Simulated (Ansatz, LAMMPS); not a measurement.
# Glassy 71SiO2-12Al2O3-8ZnO-8Li2O (mol %) (152 atoms): a short ab initio trajectory, part 2 of 2

How do the atoms of glassy 71SiO2-12Al2O3-8ZnO-8Li2O (mol %) (152 atoms) move, and what local order do they keep?

Ansatz 0.2.0; Kohn-Sham DFT, PBE, PAW (set soft_2), plane waves.

The cell: 34 Si, 12 Al, 4 Zn, 8 Li and 94 O. The quench rate of 50 K/ps is many orders above laboratory rates. The network of bonds at the start is that of the classical potential that made the cell. The Brillouin zone is sampled at Γ only, in a cell whose shortest periodic width is 12 Å.

So far, density (g/cm³): step 3 (local order late in the run) 2.66.

### Step 4. Single point at the last frame

The last frame is solved once more, with the analyses that the dynamics left out.

Input file input.yaml:

```yaml
crystal:
  lattice:
    - [12.46647, 0.0, 0.0]
    - [0.0, 12.46647, 0.0]
    - [0.0, 0.0, 12.46647]
  atoms:
    - { symbol: Si, position: [0.58583, 0.81816, 0.23324] }
    - { symbol: Si, position: [0.45314, 0.09689, 0.99734] }
    - { symbol: Si, position: [0.12322, 0.05766, 0.9016] }
    - { symbol: Si, position: [0.5349, 0.52515, 0.99631] }
    [... 142 atom lines left out ...]
    - { symbol: O, position: [0.09584, 0.56581, 0.79015] }
    - { symbol: O, position: [0.5279, 0.54973, 0.41674] }
    - { symbol: O, position: [0.82068, 0.01644, 0.33322] }
    - { symbol: O, position: [0.9694, 0.36169, 0.78808] }
    - { symbol: O, position: [0.22301, 0.60904, 0.08876] }
    - { symbol: O, position: [0.75651, 0.08887, 0.53201] }
kpoints:
  mp_grid: { grid: [1, 1, 1] }
hamiltonian:
  xc: pbe
scf:
  occupations: { method: fixed }
output:
  forces: true
  stress: true
  populations: true
  dos:
    method: { smearing: { sigma: 0.15 } }
    de: 0.1
    projected: { site_lists: { Al: [Al], Li: [Li], O: [O], Si: [Si], Zn: [Zn] } }
  eigenvalues: true
  write_density: true
  write_potential: true
  volumetric_format: npy
```

On the command line:

```
$ ansatz run input.yaml --threads 4 --pin off --max-ram 8192MiB --backend cpu --events-out ev --progress --plain --runs-dir out
```

Run time: 58 s. Hardware: 4 threads of Intel Xeon Platinum 8488C (Sapphire Rapids), shared host; peak memory 3.1 GiB; 2.3 min of CPU time.

The run gave:

| Quantity | Value |
| --- | --- |
| free energy | -96477.0880 eV |
| free energy per atom | -634.7177 eV/atom |
| SCF cycles | 10 |
| pressure | 1.694 GPa |
| r.m.s. force component | 1.05 eV/Å |
| longest force | 4.481 eV/Å |
| Fermi energy | 3.387 eV |
| gap (highest filled to lowest empty level) | 3.607 eV |
| spilling of the projection | 0.01184 |

Neighbours are counted within 2.16 Å (O-Si), 2.38 Å (O-Al), 2.48 Å (O-Li), 2.43 Å (O-Zn), the cutoffs taken from the dynamics.

Length of the force by element and coordination:

| element | coordination | atoms | mean length of the force (eV/Å) | spread | least | most |
| --- | --- | --- | --- | --- | --- | --- |
| Al | all | 12 | 1.87 | 0.887 | 0.549 | 3.74 |
| Al | 4 | 10 | 1.82 | 0.930 | 0.549 | 3.74 |
| Al | 5 | 2 | 2.12 | 0.559 | 1.57 | 2.68 |
| Li | all | 8 | 0.645 | 0.318 | 0.209 | 1.30 |
| Li | 2 | 1 | 1.30 | 0 | 1.30 | 1.30 |
| Li | 3 | 1 | 0.431 | 0 | 0.431 | 0.431 |
| Li | 4 | 5 | 0.644 | 0.168 | 0.383 | 0.830 |
| Li | 5 | 1 | 0.209 | 0 | 0.209 | 0.209 |
| O | all | 94 | 1.52 | 0.751 | 0.315 | 4.11 |
| O | 2 | 54 | 1.58 | 0.806 | 0.315 | 4.11 |
| O | 3 | 38 | 1.41 | 0.661 | 0.390 | 3.09 |
| O | 4 | 2 | 1.66 | 0.529 | 1.13 | 2.19 |
| Si | all | 34 | 2.12 | 0.763 | 0.925 | 4.48 |
| Zn | all | 4 | 1.21 | 0.303 | 0.806 | 1.66 |
| Zn | 3 | 2 | 1.42 | 0.246 | 1.17 | 1.66 |
| Zn | 4 | 2 | 1.00 | 0.194 | 0.806 | 1.20 |

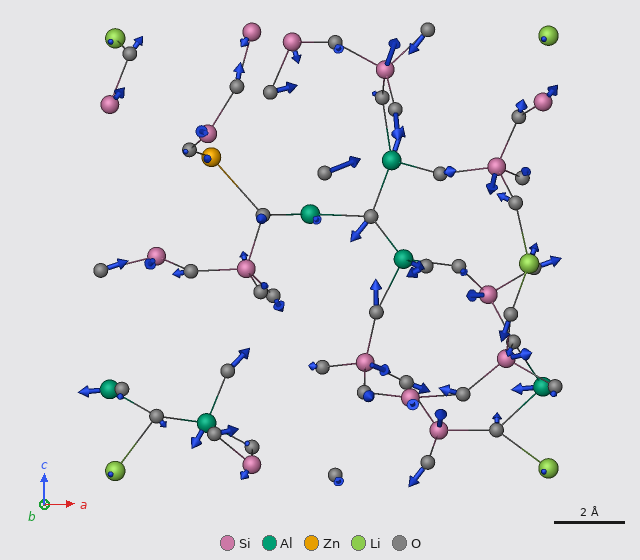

Forces as arrows; the longest in the cell is 4.48 eV/Å. Drawn is a slice 4 Å thick, seen along the normal of the ac plane. Bonds to atoms that aren't drawn are left out.

Löwdin charges by element and coordination (they lack the spilled electrons, 0.063 e an atom on average):

| element | coordination | atoms | mean charge (e) | spread | least | most |
| --- | --- | --- | --- | --- | --- | --- |
| Al | all | 12 | 1.35 | 0.0219 | 1.31 | 1.39 |
| Al | 4 | 10 | 1.35 | 0.024 | 1.31 | 1.39 |
| Al | 5 | 2 | 1.35 | 0.0029 | 1.35 | 1.36 |
| Li | all | 8 | 0.830 | 0.0208 | 0.801 | 0.860 |
| Li | 2 | 1 | 0.824 | 0 | 0.824 | 0.824 |
| Li | 3 | 1 | 0.854 | 0 | 0.854 | 0.854 |
| Li | 4 | 5 | 0.832 | 0.0201 | 0.806 | 0.860 |
| Li | 5 | 1 | 0.801 | 0 | 0.801 | 0.801 |
| O | all | 94 | -0.830 | 0.0639 | -1.02 | -0.739 |
| O | 2 | 54 | -0.801 | 0.0439 | -0.956 | -0.739 |
| O | 3 | 38 | -0.863 | 0.0638 | -0.992 | -0.744 |
| O | 4 | 2 | -0.948 | 0.0741 | -1.02 | -0.874 |
| Si | all | 34 | 1.73 | 0.0403 | 1.63 | 1.82 |
| Zn | all | 4 | 1.50 | 0.0084 | 1.49 | 1.51 |
| Zn | 3 | 2 | 1.50 | 0.01 | 1.49 | 1.51 |
| Zn | 4 | 2 | 1.51 | 0.0016 | 1.50 | 1.51 |

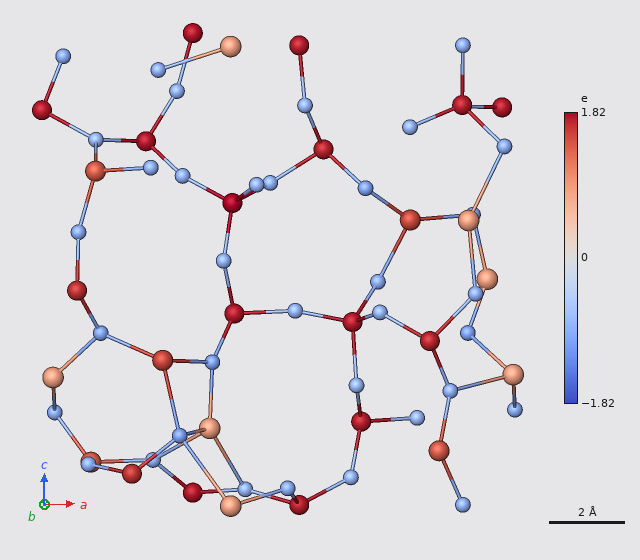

Atoms coloured by Löwdin charge. Drawn is a slice 4 Å thick, seen along the normal of the ac plane.

States in the cell by windows of 1 eV, zero at the Fermi level; the larger projections on atomic orbitals stand beside the total:

| from (eV) | to (eV) | total | O p | Si p | Zn d |
| --- | --- | --- | --- | --- | --- |
| -10 | -9 | 11.1 | 7.3 | 0.5 | 0.0 |
| -9 | -8 | 21.5 | 14.5 | 1.3 | 0.1 |
| -8 | -7 | 24.3 | 17.2 | 2.2 | 0.2 |
| -7 | -6 | 46.6 | 33.6 | 6.0 | 2.3 |
| -6 | -5 | 66.8 | 42.0 | 7.1 | 13.0 |
| -5 | -4 | 71.3 | 44.6 | 4.9 | 16.0 |
| -4 | -3 | 93.7 | 77.9 | 4.6 | 3.7 |
| -3 | -2 | 105.2 | 95.2 | 2.7 | 1.7 |
| -2 | -1 | 108.6 | 101.3 | 1.7 | 1.6 |
| -1 | 0 | 53.3 | 50.1 | 0.6 | 1.0 |
| 0 | 1 | 1.6 | 1.5 | 0.0 | 0.0 |
| 1 | 3 | 0.0 | 0.0 | 0.0 | 0.0 |
| 3 | 4 | 2.0 | 0.1 | 0.0 | 0.0 |
| 4 | 5 | 6.8 | 1.0 | 0.5 | 0.0 |

With fixed occupations the program's Fermi level is the highest filled level; weight inside the gap is the broadening of levels at its edges.

Between -26 and -10 eV lie 188 more states.

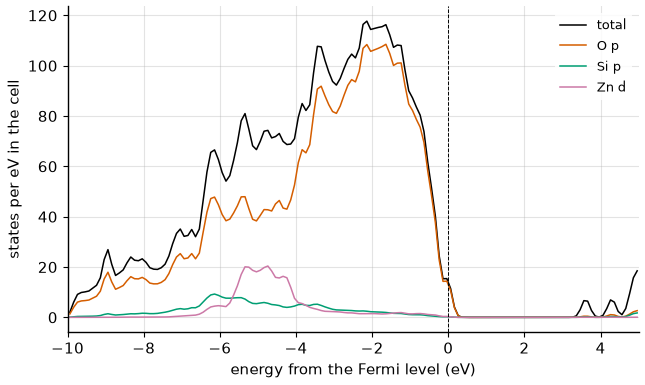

Total and projected density of states, with the broadening of the input.

The levels nearest the highest filled one (over half full), pooled over k-points and spins:

| level less the highest filled one (eV) | occupation |
| --- | --- |
| -0.409 | 2 |
| -0.356 | 2 |
| -0.317 | 2 |
| -0.264 | 2 |
| -0.0313 | 2 |
| 0 | 2 |
| 3.61 | 0 |
| 4.29 | 0 |
| 4.80 | 0 |
| 4.96 | 0 |
| 4.98 | 0 |
| 5.16 | 0 |

Mean Löwdin charges: Al +1.35, Li +0.83, O -0.83, Si +1.73, Zn +1.50 e (they miss 1.2 % of the electrons, so they add up to more than the cell's charge).

### Step 5. What came out

```yaml
mean_temperature_second_half: 501.7 K
temperature_swing_second_half: 13.76 K
mean_pressure_second_half: 2.682 GPa
slope_of_the_conserved_energy_against_time_by_least_squares: -0.1902 meV/atom/ps
free_energy_per_atom: -634.7177 eV/atom
pressure: 1.694 GPa
r_m_s_force_component: 1.05 eV/Å
spacing_of_highest_filled_and_lowest_empty_level: 3.607 eV
wall_time_of_the_2_dft_runs: 36 min
```

**Reading.** Over the second half of 84 fs the temperature averages 502 K with swings of 14 K r.m.s. The conserved energy stays within 0.14 meV/atom. The mean temperature of 502 K lies well off the 400 K of the input, so the thermostat hasn't yet brought the run to equilibrium. The count of bonds goes from 230 in the first frame to 230 in the last, by one set of cutoffs: 3 pairs passed out of them and 3 came within. The run spans 0.08 ps, too short for its means to be equilibrium values. Counting bonds as in the table, 83 % of Al atoms have 4, 62 % of Li atoms have 4, 57 % of O atoms have 2 and all Si atoms have 4 bonded neighbours. Counting bonds to Si and Al alone, not to Zn, 81 % of the oxygens join two of these atoms and 11 % one; 8 % join three.

Between filled and empty levels lie 3.61 eV (at Γ alone); a semilocal functional tends to put such gaps too low. In a disordered cell it changes from sample to sample, and tail or defect levels can set it.

Caveats: The network of bonds at the start is that of the classical potential that made the cell; in DFT 3 of its 230 bonded pairs passed out of the cutoffs and 3 came within them. The stress is far from hydrostatic: its diagonal is 0.7, 0.5, 3.9 GPa, compression counted positive. The pressure of 1.7 GPa is that of one thermal frame at a volume set beforehand, without the kinetic term.

[Logs are printed without paths, hosts, clocks, repeated set-up lines and the standing remarks that a program may print on its own settings, such as how far it seeks lower states.]

[Hosts, paths, dates, database ids (printed as entryN), source tags and the programs' standing remarks are cut or masked in the printed files.]
